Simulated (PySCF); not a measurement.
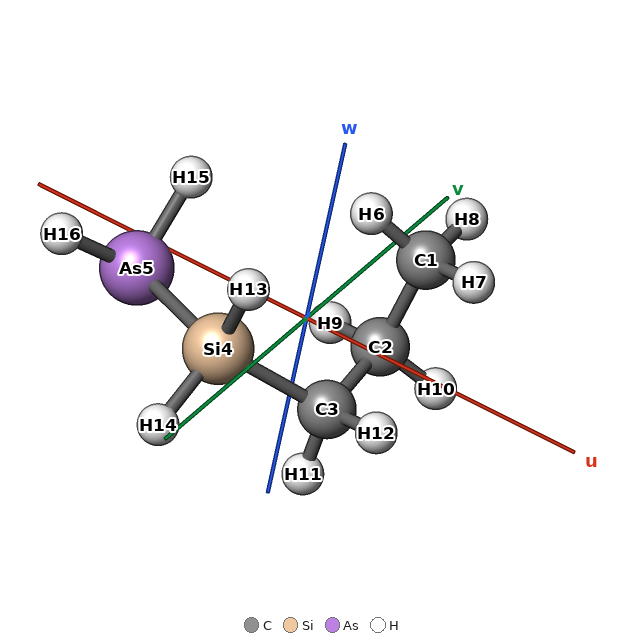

The lines u, v and w are the principal axes of the static dipole polarisability. The geometry was computed by an optimisation with GFN2-xTB. No frequency run is at hand to confirm it as a minimum. Method: ωB97X-D/def2-SVPD (PySCF 2.14.0).

Question: Along which axis is the molecule most polarisable, and along which least?

Answer: Most along u, least along w.

Question: Give the three principal values.

Answer: u 108.5, v 96.0, w 85.6 bohr³; mean 96.7, anisotropy 19.8 bohr³.

The geometry is semi-empirical. Around As, Si such bond lengths and angles can be off by a tenth of an ångström or more and by several degrees, and values that hang on the shape move with them.
